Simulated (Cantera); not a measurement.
Input: 1 mol SiH2Cl2, 0.88 mol C3H8, 15 mol H2, 0.87 mol C2H2, equilibrated at 652 °C.

Equilibrium computed with Cantera from the NASA thermochemical tables; the gas is ideal and each condensed phase is pure. Candidate condensed phases: C, C6H6, C7H8, C8H18, Si, SiC; 109 gas species. The tables' values for SiCl3 are old estimates; treat these amounts as uncertain. Kinetics and transport are ignored.

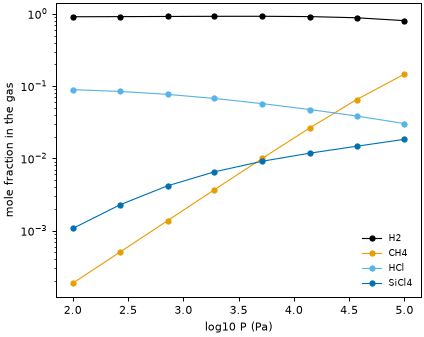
*Equilibrium gas composition (values under 1e-9 drawn at 1e-9)*

Q: Read off the mole fractions at 14.3 Torr.

A: H2 about 0.92, HCl about 0.067, SiCl4 about 0.0065, CH4 about 0.0037.
